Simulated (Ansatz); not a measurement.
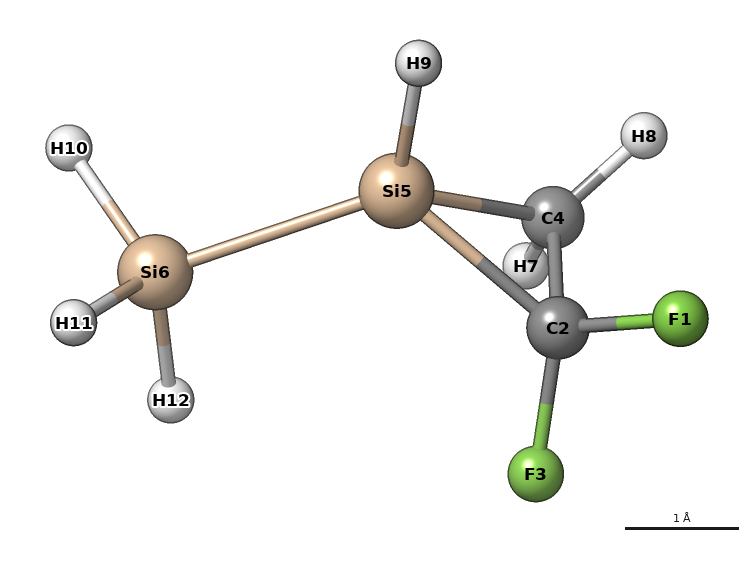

Orthographic view with a scale bar. The geometry was computed by an optimisation with PBE0-D4/def2-TZVP. No frequency run is at hand to confirm it as a minimum.

Write Cartesian coordinates in Å in the frame of the picture: x to the right, y up, z towards the viewer, origin at the mean of the atomic positions.

```xyz
12
C2H6F2Si2
F    2.50  -0.51   1.20
C    1.41  -0.59   0.40
F    1.22  -1.88   0.07
C    1.37   0.39  -0.74
Si  -0.02   0.63   0.53
Si  -2.15  -0.10  -0.02
H    1.13  -0.04  -1.71
H    2.18   1.11  -0.76
H    0.18   1.75   1.47
H   -2.92   1.01  -0.66
H   -2.88  -0.54   1.20
H   -2.02  -1.23  -0.97
```
